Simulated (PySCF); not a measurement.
# C5H12OSi: what the fields show

The calculation's input:

```
{"job": {"kind": "uv", "xc": "PBE0", "basis": "def2-SVPD", "nstates": 8, "ntriplets": 3}, "charge": 0, "multiplicity": 1}
C      2.581908     0.066716     0.283687
O      1.481646     0.921658     0.089902
C      0.426107     0.297072    -0.567993
C     -0.962499     0.788482    -0.322863
C     -1.204435     1.940226     0.617734
C     -0.540614    -0.555267     0.223438
Si    -1.210656    -2.164026    -0.472274
H      2.305973    -0.808742     0.883626
H      3.338383     0.646914     0.808690
H      2.986003    -0.280007    -0.675806
H      0.684671    -0.035333    -1.574648
H     -1.624061     0.777015    -1.182221
H     -1.158474     2.884065     0.077504
H     -0.443933     1.953738     1.393542
H     -2.186555     1.852470     1.080532
H     -0.343202    -0.542038     1.290413
H     -1.353820    -2.039472    -1.924595
H     -0.271127    -3.245952    -0.163791
H     -2.515119    -2.448268     0.127660
```

Command:

```sh
OMP_NUM_THREADS=1 python probes_run.py task.json out
```

Geometry: GFN2-xTB.

All numbers below come from PBE0/def2-SVPD, SCF density, gas phase in PySCF.

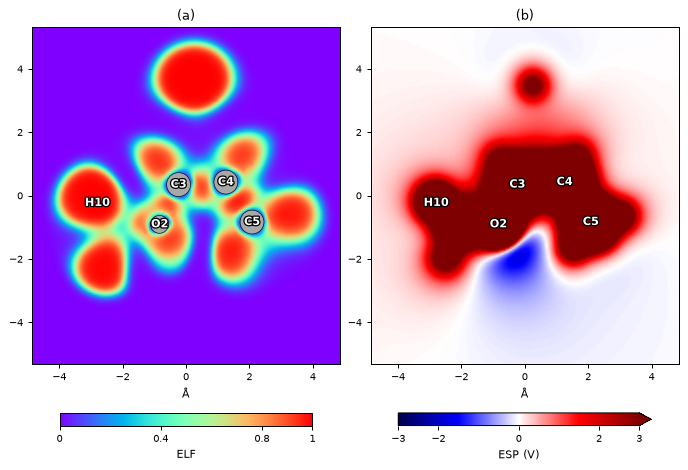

Figure 1. (a) ELF; (b) electrostatic potential on the plane of atoms C3, C4 and C5. Grey discs cover the atomic cores in the ELF map.

Describe what can be read from this map.

Answer. The section cuts through O, C and H sites.
C–O (1.39 Å): the ELF peaks at about 0.90 between the atoms (a shared but strongly polarised pair).
C–C (1.49 Å): the ELF peaks at about 0.90 between the atoms (a covalent bond).
The ELF also peaks beside O2, away from the bonds: lone-pair regions.
Outside the dense part of the molecule the potential is most negative (−1.7 V) near O2.

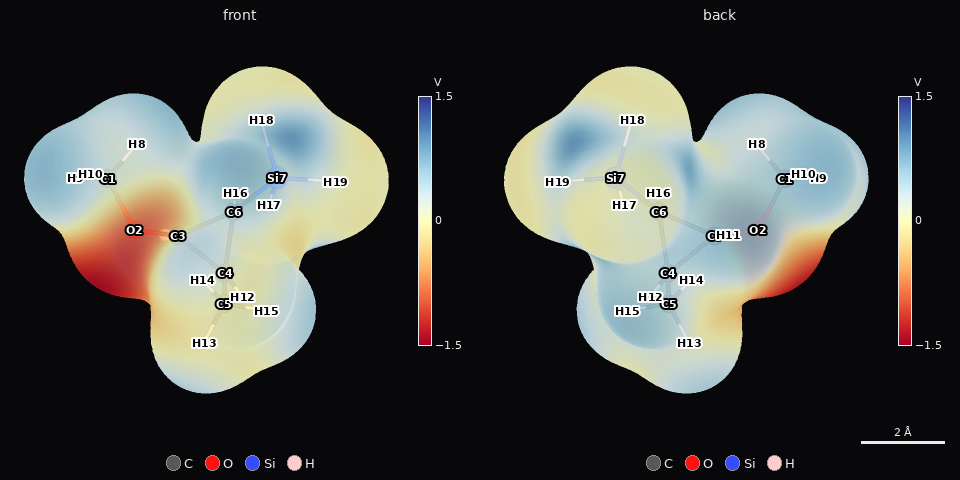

Figure 2. The electrostatic potential painted on the density surface at 0.002 e/bohr³, seen from the front and from behind; red is negative and blue positive.

Where is the surface potential most negative and most positive?

Answer. The most negative region (about −1.4 V) lies over O2, the most positive (about +0.9 V) over Si7. O2 is the likeliest acceptor of a hydrogen bond.
